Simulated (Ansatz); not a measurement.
A computed series for ZnSe: pressure series

The reference is ZnSe in the zinc blende structure (space group F-43m, No. 216).

Space group F-43m (No. 216); a = b = c = 5.666 Å, α = β = γ = 90.00°

| atom | site | symmetry | x | y | z |
|---|---|---|---|---|---|
| Zn | 4a | -43m | 0.0000 | 0.0000 | 0.0000 |
| Se | 4d | -43m | 0.7500 | 0.7500 | 0.7500 |
(The calculation used a cell of 2 atoms; values per cell refer to that cell.)

Cell and atoms are relaxed at each pressure.

Level of theory: plane-wave PAW DFT at the r2SCAN level (Ansatz, an electronic-structure program, 500 eV), scalar-relativistic without spin-orbit coupling.

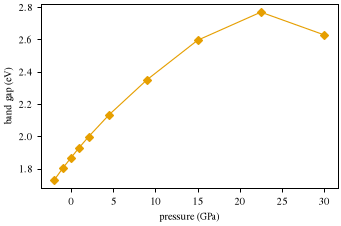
Figure. Band gap against pressure

| pressure (GPa) | band gap |
|---|---|
| -2 | 1.73 eV |
| -1 | 1.80 eV |
| 0.9 | 1.93 eV |
| 2.1 | 2.00 eV |
| 4.5 | 2.13 eV |
| 9 | 2.35 eV |
| 15 | 2.60 eV |
| 22.5 | 2.77 eV |
| 30 | 2.63 eV |

Load acts through the strain it causes; cell and atoms are relaxed under it. Stability against distortions was not tested. Measured, ZnSe leaves this structure (for rock salt) near 13 GPa (temperature not stated; as listed in M. Köfferlein et al., Hyperfine Interactions (1994)).
